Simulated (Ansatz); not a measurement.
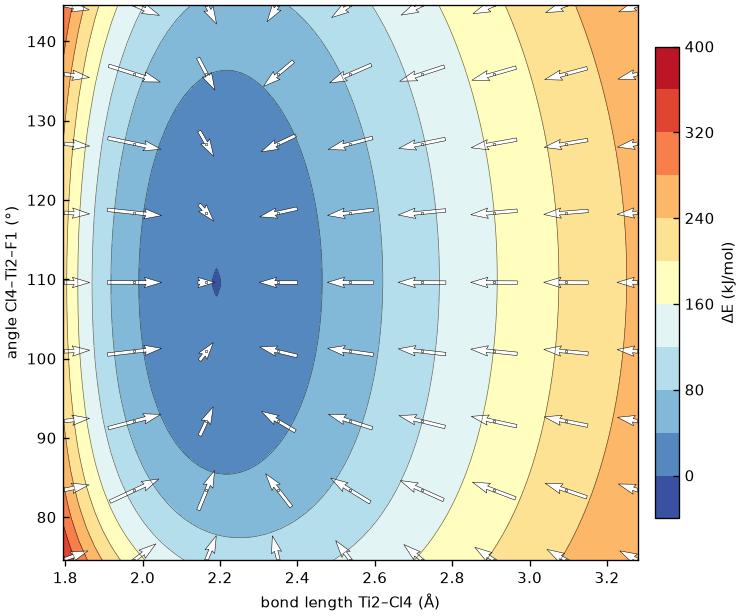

Energy landscape of BrClF₂Ti, SMILES [F][Ti]([F])([Cl])[Br]. First axis: bond length Ti2–Cl4. Second axis: angle Cl4–Ti2–F1. Nothing is relaxed (all other coordinates rigid). The grid has 9 × 9 points. Energies are in kJ/mol, from the relaxed molecule at the same level. The reference is spin-restricted, which grows unreliable where a bond is stretched far. All numbers below come from RKS PBE-D4/def2-TZVP in Ansatz.

The picture shows filled contours, dots at the grid points, arrows along the force (downhill), their lengths compressed. Between grid points the surface is interpolated. 

Summarise what can be read from the map.

The lowest grid point is at bond length Ti2–Cl4 = 2.165 Å, angle Cl4–Ti2–F1 = 109.6°, 0.37 kJ/mol from the relaxed molecule at the same level. It is the only kind of minimum in the scanned range. The highest grid point, bond length Ti2–Cl4 = 1.793 Å, angle Cl4–Ti2–F1 = 74.6°, lies 371 kJ/mol above the lowest. Round the minimum the two coordinates are nearly uncoupled.

Grid values (kJ/mol):

| angle Cl4–Ti2–F1 ↓, bond length Ti2–Cl4 → | 1.793 | 1.979 | 2.165 | 2.351 | 2.537 | 2.722 | 2.908 | 3.094 | 3.280 |
| --- | --- | --- | --- | --- | --- | --- | --- | --- | --- |
| 144.6 | 320 | 133 | 74 | 77 | 108 | 150 | 193 | 235 | 272 |
| 135.9 | 274 | 93 | 41 | 50 | 86 | 131 | 178 | 221 | 261 |
| 127.1 | 242 | 66 | 18 | 31 | 70 | 118 | 166 | 212 | 253 |
| 118.4 | 223 | 50 | 5 | 20 | 61 | 110 | 160 | 206 | 248 |
| 109.6 | 217 | 45 | 0 | 16 | 58 | 108 | 158 | 204 | 246 |
| 100.9 | 223 | 50 | 5 | 20 | 61 | 111 | 160 | 207 | 248 |
| 92.1 | 245 | 69 | 20 | 33 | 72 | 120 | 168 | 213 | 254 |
| 83.4 | 289 | 106 | 51 | 58 | 92 | 136 | 182 | 225 | 264 |
| 74.6 | 371 | 175 | 107 | 103 | 127 | 164 | 204 | 243 | 278 |

The input of one point:

```yaml
crystal:
  periodic: [false, false, false]
  atoms:
    - { symbol: F, position_ang: [-0.05971, -0.295282, 1.793661] }
    - { symbol: Ti, position_ang: [0.065942, -0.100989, 0.054428] }
    - { symbol: F, position_ang: [1.443283, -1.013712, -0.535775] }
    - { symbol: Cl, position_ang: [-1.743514, -0.823357, -0.889646] }
    - { symbol: Br, position_ang: [0.361764, 2.166721, -0.454097] }
basis:
  gaussian: { orbitals: def2-TZVP }
hamiltonian:
  xc: pbe
  dispersion: d4
output:
  forces: true
```

The whole map (81 points run) took 14 min on 1 thread of Arm Neoverse V2 (shared host).
